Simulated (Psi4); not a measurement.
# NO2F (nitryl fluoride) at HF/3-21G

What is the energy change on altering one bond length of NO2F (nitryl fluoride) at HF/3-21G? 

The calculation is run with Psi4 1.11.

2 further runs of the same task are left out: 2 set aside as unsound or not needed.

## 1. The molecule

NO2F has 4 atoms, charge 0, and is taken as a singlet. SMILES: `O=[N+]([O-])F`. Geometry: relaxed at PBE0-D4/def2-TZVP.

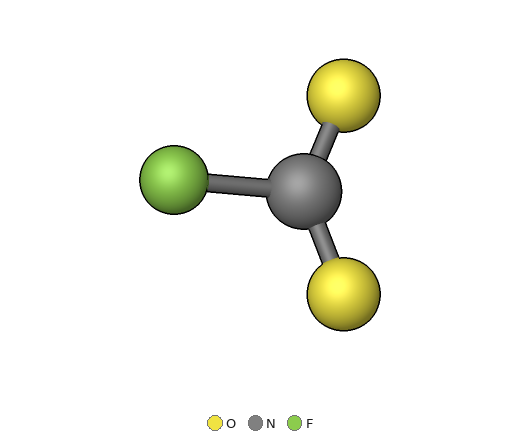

The structure, seen from a chosen angle (oxygen yellow, nitrogen grey, fluorine green).

## 2. The energy at HF/3-21G

File input.json:

```json
{
  "schema_name": "qcschema_input",
  "schema_version": 1,
  "molecule": {
    "schema_name": "qcschema_molecule",
    "schema_version": 2,
    "symbols": ["O", "N", "O", "F"],
    "geometry": [0.35581653, 0.888039, 2.11696569, 0.15064897, -0.13568234, 0.16845019, 0.90060568, -2.01951251, -0.71219998, -1.40707118, 1.26715585, -1.5732159],
    "molecular_charge": 0,
    "molecular_multiplicity": 1,
    "fix_symmetry": "c1",
    "fix_com": true,
    "fix_orientation": true
  },
  "driver": "energy",
  "model": {
    "method": "hf",
    "basis": "3-21G"
  },
  "keywords": {
    "reference": "rhf",
    "puream": true,
    "e_convergence": 1e-09,
    "d_convergence": 1e-08,
    "scf_type": "pk",
    "scf_properties": ["QUADRUPOLE", "LOWDIN_CHARGES", "WIBERG_LOWDIN_INDICES"]
  }
}
```

Command:

```bash
psi4 --qcschema input.json -n 1 --memory 2200MB
```

stdout, cut to the lines that bear on the results:

```text
[...]
  Running in c1 symmetry.
[...]
  Nuclear repulsion =  124.476506328331524
[...]
  Multiplicity = 1
[...]
  Nalpha       = 16
  Nbeta        = 16
[...]
    Number of basis functions: 36
[...]
   @RHF iter   1:  -301.42043935766634   -9.70031e-02   2.16267e-02 DIIS/ADIIS
[...]
   @RHF iter  13:  -301.68158838210343   -3.97904e-13   3.17661e-09 DIIS
[...]
    Orbital Energies [Eh]
    ---------------------
    Doubly Occupied:
       1A    -26.248700     2A    -20.594253     3A    -20.593744
       4A    -15.918822     5A     -1.780497     6A     -1.607800
       7A     -1.557662     8A     -0.958650     9A     -0.857551
      10A     -0.857476    11A     -0.807384    12A     -0.695338
      13A     -0.674807    14A     -0.563697    15A     -0.562585
      16A     -0.518660
[...]
  @RHF Final Energy:  -301.68158838210343
   => Energetics <=
    Nuclear Repulsion Energy =            124.4765063283315243
    One-Electron Energy =                -662.7209394892076944
    Two-Electron Energy =                 236.5628447787727282
    Total Energy =                       -301.6815883821034276
[...]
 Multipole Moments:
 ------------------------------------------------------------------------------------
     Multipole            Electronic (a.u.)      Nuclear  (a.u.)        Total (a.u.)
 ------------------------------------------------------------------------------------
 L = 1.  Multiply by 2.5417464519 to convert [e a0] to [Debye]
 Dipole X            :          1.5570063           -1.5577201           -0.0007139
 Dipole Y            :         -1.4022091            1.4028382            0.0006291
 Dipole Z            :          1.7408763           -1.7416661           -0.0007898
 Magnitude           :                                                    0.0012366
 L = 2.  Multiply by 1.3450342976 to convert [e a0^2] to [Debye ang]
 Quadrupole XX       :        -40.3542762           25.4790775          -14.8751987
 Quadrupole XY       :         29.2490192          -28.2123330            1.0366862
[...]
```

The result, in JSON:

```text
{
 "driver": "energy",
 "model": {
  "method": "hf",
  "basis": "3-21G"
 },
 "success": true,
 "return_result": -301.6815883821034,
 "properties": {
  "calcinfo_nbasis": 36,
  "calcinfo_nmo": 36,
  "calcinfo_nalpha": 16,
  "calcinfo_nbeta": 16,
  "calcinfo_natom": 4,
  "nuclear_repulsion_energy": 124.47650632833152,
  "return_energy": -301.6815883821034,
  "scf_one_electron_energy": -662.7209394892077,
  "scf_two_electron_energy": 236.56284477877273,
  "scf_dipole_moment": [-0.0007138993179196529, 0.0006291231621835536, -0.0007898044812950644],
  "scf_total_energy": -301.6815883821034,
  "scf_iterations": 13
 }
}
```

It took 3.6 s on 1 thread of AMD EPYC 7R43 (Zen 3), shared host; peak memory 0.17 GiB.

## 3. The distorted shape: energy and gradient at HF/3-21G

File job.json:

```json
{
 "schema_name": "qcschema_input",
 "schema_version": 1,
 "molecule": {
  "schema_name": "qcschema_molecule",
  "schema_version": 2,
  "symbols": ["O", "N", "O", "F"],
  "geometry": [0.58952085, 0.67757264, 2.37826757, 0.38435329, -0.34614869, 0.42975207, 1.13431, -2.22997887, -0.4508981, -1.40707118, 1.26715585, -1.5732159],
  "molecular_charge": 0,
  "molecular_multiplicity": 1,
  "fix_symmetry": "c1"
 },
 "driver": "gradient",
 "model": {
  "method": "scf",
  "basis": "3-21G"
 },
 "keywords": {
  "puream": true,
  "e_convergence": 1e-09,
  "d_convergence": 1e-08,
  "scf_type": "pk"
 }
}
```

Command:

```bash
psi4 --qcschema job.json -n 1 --memory 2200MB
```

stdout, cut to the lines that bear on the results:

```text
[...]
  Running in c1 symmetry.
[...]
  Nuclear repulsion =  118.641498282429524
[...]
  Multiplicity = 1
[...]
  Nalpha       = 16
  Nbeta        = 16
[...]
    Number of basis functions: 36
[...]
   @RHF iter   1:  -301.38370393719561   -3.55409e-01   2.17791e-02 DIIS/ADIIS
[...]
   @RHF iter  13:  -301.66014889594680   -1.70530e-12   6.33879e-09 DIIS
[...]
    Orbital Energies [Eh]
    ---------------------
    Doubly Occupied:
       1A    -26.196718     2A    -20.621316     3A    -20.620890
       4A    -15.923994     5A     -1.760120     6A     -1.568702
       7A     -1.541245     8A     -0.942815     9A     -0.856164
      10A     -0.843297    11A     -0.806580    12A     -0.649773
      13A     -0.637357    14A     -0.575580    15A     -0.538271
      16A     -0.528610
[...]
  @RHF Final Energy:  -301.66014889594680
   => Energetics <=
    Nuclear Repulsion Energy =            118.6414982824295237
    One-Electron Energy =                -651.3804313710320457
    Two-Electron Energy =                 231.0787841926556894
    Total Energy =                       -301.6601488959468043
[...]
 Multipole Moments:
 ------------------------------------------------------------------------------------
     Multipole            Electronic (a.u.)      Nuclear  (a.u.)        Total (a.u.)
 ------------------------------------------------------------------------------------
 L = 1.  Multiply by 2.5417464519 to convert [e a0] to [Debye]
 Dipole X            :         -0.5646947            0.7536606            0.1889658
 Dipole Y            :          0.5085299           -0.6787187           -0.1701888
 Dipole Z            :         -0.6313656            0.8426521            0.2112865
 Magnitude           :                                                    0.3306271
[...]
  -Total Gradient:
     Atom            X                  Y                   Z
    ------   -----------------  -----------------  -----------------
       1        0.004627949841    -0.019736216111    -0.016976489752
       2        0.047260513896    -0.042566037373     0.052843730339
       3       -0.002391866946     0.017726396599     0.019475118764
       4       -0.049496596792     0.044575856884    -0.055342359351
[...]
```

The result, in JSON:

```text
{
 "driver": "gradient",
 "model": {
  "method": "scf",
  "basis": "3-21G"
 },
 "success": true,
 "return_result": [0.004627949841353729, -0.01973621611061288, -0.01697648975178978, 0.04726051389597051, -0.04256603737273898, 0.052843730338592076, -0.0023918669461166497, 0.017726396598840233, 0.019475118764157584, -0.049496596791518604, 0.04457585688449871, -0.0553423593509933],
 "properties": {
  "calcinfo_nbasis": 36,
  "calcinfo_nmo": 36,
  "calcinfo_nalpha": 16,
  "calcinfo_nbeta": 16,
  "calcinfo_natom": 4,
  "nuclear_repulsion_energy": 118.64149828242952,
  "return_energy": -301.6601488959468,
  "return_gradient": [0.004627949841353729, -0.01973621611061288, -0.01697648975178978, 0.04726051389597051, -0.04256603737273898, 0.052843730338592076, -0.0023918669461166497, 0.017726396598840233, 0.019475118764157584, -0.049496596791518604, 0.04457585688449871, -0.0553423593509933],
  "scf_one_electron_energy": -651.380431371032,
  "scf_two_electron_energy": 231.0787841926557,
  "scf_dipole_moment": [0.1889658099190945, -0.17018875812973522, 0.2112865040678018],
  "scf_total_energy": -301.6601488959468,
  "scf_total_gradient": [0.004627949841353729, -0.01973621611061288, -0.01697648975178978, 0.04726051389597051, -0.04256603737273898, 0.052843730338592076, -0.0023918669461166497, 0.017726396598840233, 0.019475118764157584, -0.049496596791518604, 0.04457585688449871, -0.0553423593509933],
  "scf_iterations": 13
 }
}
```

It took 3.6 s on 1 thread of AMD EPYC 7R43 (Zen 3), shared host; peak memory 0.17 GiB.

## 4. What came out

Level: HF/3-21G.

```
                                                         quantity          value
                                        first shape: total energy  -301.68159 Eh
                                       first shape: dipole moment         0.00 D
                                         first shape: HOMO energy      -14.11 eV
                                         first shape: LUMO energy        1.67 eV
                                       first shape: HOMO–LUMO gap       15.78 eV
                                    distorted shape: total energy  -301.66015 Eh
                                   distorted shape: dipole moment         0.84 D
                                     distorted shape: HOMO energy      -14.38 eV
                                     distorted shape: LUMO energy        1.31 eV
                                   distorted shape: HOMO–LUMO gap       15.69 eV
                        distorted shape: largest force on an atom     4.453 eV/Å
energy change with the N2–F4 bond stretched from 1.442 to 1.659 Å       0.583 eV
```

With the N2–F4 bond stretched from 1.442 to 1.659 Å the energy rises by 0.58 eV (13.5 kcal/mol). The first shape isn't relaxed at this level, so the change isn't measured from a minimum.
